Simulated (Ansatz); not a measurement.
SiN₂H₇Br: several calculations on one system

### Relaxation

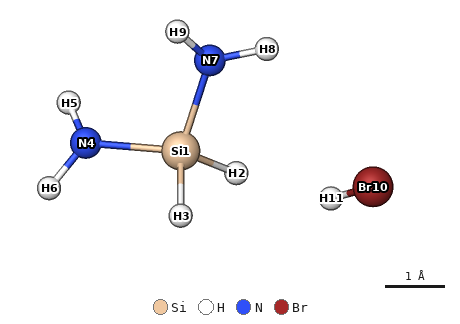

This is the input geometry for a relaxation of SiN2H7Br. The picture is a ball-and-stick view, seen at a tilt.

The run prepares an end point of a later path (reaction) calculation, from a guessed geometry.

Method: Ansatz, RKS BHLYP-D4/def2-SVP.

The input:
```yaml
crystal:
  periodic: [false, false, false]
  atoms:
    - { symbol: Si, position_ang: [-0.197799, 0.071411, -0.047311] }
    - { symbol: H, position_ang: [-0.315821, -0.001884, 1.419663] }
    - { symbol: H, position_ang: [1.256017, 0.144679, -0.339279] }
    - { symbol: "N", position_ang: [-0.850812, 1.479416, -0.773378] }
    - { symbol: H, position_ang: [-1.834571, 1.685668, -0.739053] }
    - { symbol: H, position_ang: [-0.293879, 2.301094, -0.929817] }
    - { symbol: "N", position_ang: [-1.098859, -1.263426, -0.635437] }
    - { symbol: H, position_ang: [-1.028227, -2.159299, -0.181007] }
    - { symbol: H, position_ang: [-1.219728, -1.370471, -1.629357] }
    - { symbol: Br, position_ang: [1.415091, -2.62965, 1.532443] }
    - { symbol: H, position_ang: [0.741489, -1.398138, 2.046032] }
basis:
  gaussian: { orbitals: def2-SVP }
hamiltonian:
  xc: { name: BHLYP }
  dispersion: d4
relax:
  f_tol: 0.03
  max_steps: 50
output:
  orbitals: {}
```

Launched with:
```bash
ansatz run input.yaml --threads 4 --pin off --max-ram 5120MiB --backend cpu --events-out ev --progress --plain --runs-dir out
```

Where does the relaxation end?

Answer. The energy falls by 3.40 kcal/mol in 18 accepted moves (20 points after the start). The largest force component goes from 1.4 to 0.005 eV/Å. The line search rejected the trial steps at points 3, 10 of the run. The forces were under the threshold at step 15, but the run went on from there. The largest move after the best rigid fit is that of Br10, 1.21 Å. By element the largest moves are Br 1.21 Å, H 0.80 Å, Si 0.37 Å, N 0.31 Å. Near-neighbour distances that change, for instance: Si1–Br10 3.520 → 4.226 Å, Br10–H11 1.495 → 1.420 Å, Si1–H2 1.474 → 1.496 Å. Bond angles that change, for instance: Si1–N7–H9 119.0° → 121.7°. The run took 39 s on 4 threads of Arm Neoverse V1, with other jobs on the host, peak memory 0.28 GiB.

Step by step:

```
step  E − E(0), kcal/mol  largest force component, eV/Å      note
   0                0.00                         1.3700          
   1               -2.63                         0.2974          
   2               -2.81                         0.0684          
   3               -1.81                         0.6688  rejected
   4               -2.93                         0.0514          
   5               -3.03                         0.0552          
   6               -3.10                         0.1425          
   7               -3.16                         0.1662          
   8               -3.23                         0.1793          
   9               -3.27                         0.1773          
  10               -3.27                         0.2544  rejected
  11               -3.32                         0.0779          
  12               -3.35                         0.0411          
  13               -3.36                         0.1249          
  14               -3.38                         0.0617          
  15               -3.39                         0.0101          
  16               -3.39                         0.0246          
  17               -3.40                         0.0726          
  18               -3.40                         0.0322          
  19               -3.40                         0.0092          
  20               -3.40                         0.0050
```

Final geometry:

```xyz
11

Si    0.0082    0.2121   -0.3187
H     0.3953    0.0317    1.1147
H     1.2654    0.5295   -1.0440
N    -1.0273    1.5286   -0.6687
H    -1.9676    1.5813   -0.3155
H    -0.6665    2.4290   -0.9323
N    -0.7952   -1.2479   -0.7032
H    -0.6085   -2.1046   -0.2096
H    -1.1855   -1.4122   -1.6156
Br    0.5807   -3.0469    2.3100
H     0.5739   -1.6412    2.1063
```

After the run, drawn alike:

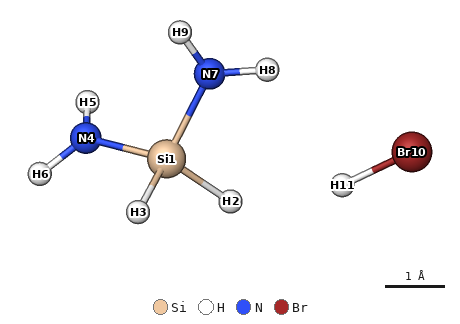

### Relaxation

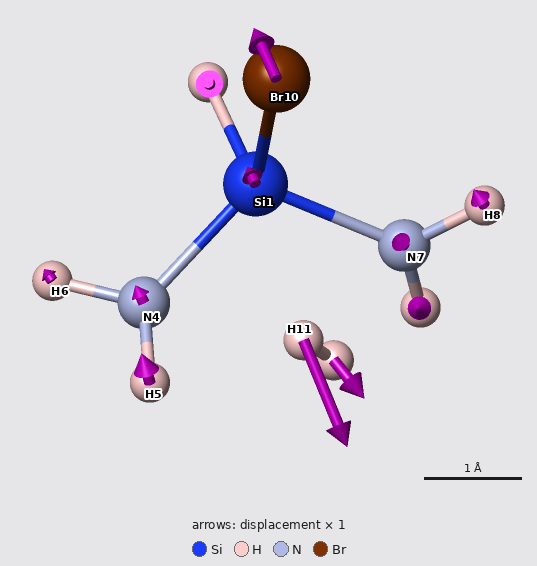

A relaxation of SiN2H7Br. The starting structure is drawn; purple arrows show the displacements, at their true length. The two geometries are superimposed by the best rigid fit.

The picture is a ball-and-stick view, seen from a free direction.

The run prepares an end point of a later path (reaction) calculation, from a guessed geometry.

Method: Ansatz 0.2.0, RKS BHLYP-D4/def2-SVP.

Input file:
```yaml
crystal:
  periodic: [false, false, false]
  atoms:
    - { symbol: Si, position_ang: [0.306408, -0.358973, -0.56551] }
    - { symbol: H, position_ang: [-1.225116, -0.484729, 1.620204] }
    - { symbol: H, position_ang: [1.229731, -0.273844, -1.712286] }
    - { symbol: "N", position_ang: [-0.289776, 1.217506, -0.349] }
    - { symbol: H, position_ang: [-0.906903, 1.458042, 0.407544] }
    - { symbol: H, position_ang: [0.26586, 2.00226, -0.645555] }
    - { symbol: "N", position_ang: [-0.986802, -1.459863, -0.661506] }
    - { symbol: H, position_ang: [-0.897092, -2.424017, -0.394237] }
    - { symbol: H, position_ang: [-1.800572, -1.272082, -1.221712] }
    - { symbol: Br, position_ang: [1.641106, -1.200416, 1.099546] }
    - { symbol: H, position_ang: [-0.763944, -0.344485, 2.146011] }
basis:
  gaussian: { orbitals: def2-SVP }
hamiltonian:
  xc: { name: BHLYP }
  dispersion: d4
relax:
  f_tol: 0.03
  max_steps: 50
```

Command:
```bash
ansatz run input.yaml --threads 4 --pin off --max-ram 5120MiB --backend cpu --events-out ev --progress --plain --runs-dir out
```

Which element moves most?

Hydrogen: up to 1.21 Å, against 0.72 Å for bromine.

Describe the change and its energy.

The energy falls by 23.2 kJ/mol in 16 accepted moves (18 points after the start). The largest force component goes from 1.3 to 0.026 eV/Å. The line search rejected the trial steps at points 9, 11 of the run. The atom that moves furthest after the best rigid fit is H11 (1.21 Å). By element the largest moves are H 1.21 Å, Br 0.72 Å, Si 0.25 Å, N 0.22 Å. Some distances before and after: H2–H11 0.713 → 0.755 Å, Si1–Br10 2.294 → 2.253 Å, Si1–N7 1.701 → 1.707 Å. Cost: 38 s on 4 threads of Arm Neoverse V1 (shared host), peak memory 0.28 GiB.

Limits of the set-up: the start holds two separate molecules, 2.3 Å apart at their closest, whose relative position is a soft coordinate.

### Path

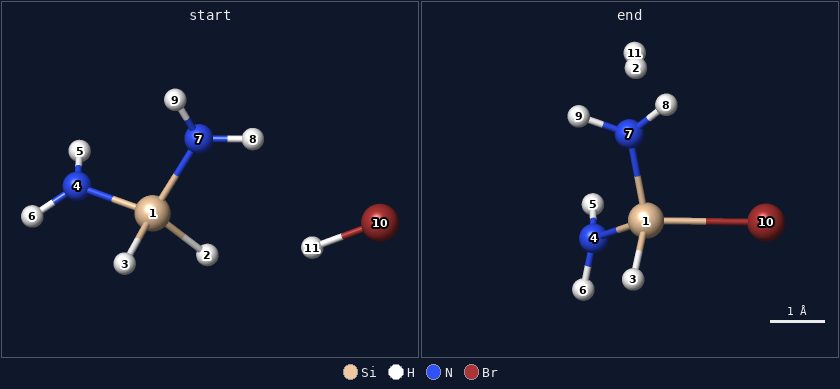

The two relaxed end points of a path for SiN2H7Br. Style: ball-and-stick. Shown at a tilt.

All numbers below come from RKS BHLYP-D4/def2-SVP in Ansatz 0.2.0.

Run with 9 movable images; climbing image; force threshold 0.05 eV/Å; iteration limit 60.

Start:
```xyz
11

Si    0.0016    0.2193   -0.3134
H     0.3856    0.0337    1.1201
H     1.2567    0.5619   -1.0309
N    -1.0528    1.5223   -0.6576
H    -1.9953    1.5575   -0.3079
H    -0.7051    2.4302   -0.9126
N    -0.7773   -1.2500   -0.7127
H    -0.5794   -2.1075   -0.2251
H    -1.1613   -1.4131   -1.6280
Br    0.6140   -3.0510    2.2922
H     0.5862   -1.6440    2.0993
```

End:
```xyz
11

Si    0.4825   -0.1026   -0.7145
H    -1.6365   -1.0883    1.7404
H     1.1048    0.2482   -2.0047
N    -0.4150    1.2566   -0.2268
H    -0.9476    1.2392    0.6279
H    -0.1081    2.1860   -0.4600
N    -0.5425   -1.4661   -0.6400
H    -0.1774   -2.3931   -0.5054
H    -1.4446   -1.4630   -1.0875
Br    2.2194   -0.6699    0.6033
H    -1.9623   -0.8875    2.3909
```

What barrier does the band find between them, and by what path?

The highest point, image 3, lies 1.18 eV above the start and 2.02 eV above the end; the end is at −0.84 eV relative to the start. Breaking: Br10–H11 (1.42 → 2.01 at the top → 4.55 Å), Si1–H2 (1.50 → 1.80 at the top → 3.39 Å). Forming: H2–H11 (1.95 → 0.84 at the top → 0.75 Å), Si1–Br10 (4.23 → 2.89 at the top → 2.25 Å). The band converged in 27 iterations. The largest component of the band force went from 25 to 0.038 eV/Å. The climbing image converged on the top of the path. Its vibrational analysis gives one imaginary mode (487i cm⁻¹), as a transition state must have.

Energies of the converged images:

| image | path (Å) | E (eV) |
| --- | --- | --- |
| 0 | 0.00 | 0.000 |
| 1 | 1.04 | 0.007 |
| 2 | 2.09 | 0.205 |
| 3 | 3.13 | 1.180 |
| 4 | 4.11 | 0.454 |
| 5 | 5.09 | -0.406 |
| 6 | 6.08 | -0.761 |
| 7 | 7.06 | -0.811 |
| 8 | 8.04 | -0.810 |
| 9 | 9.02 | -0.820 |
| 10 | 10.00 | -0.840 |

The geometry at the top of the path:

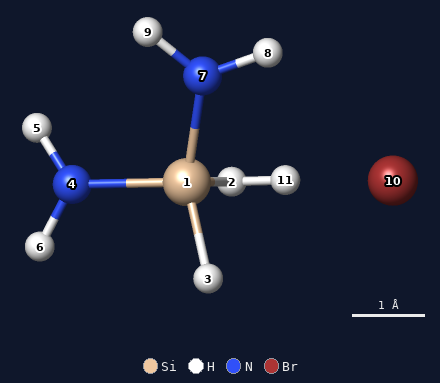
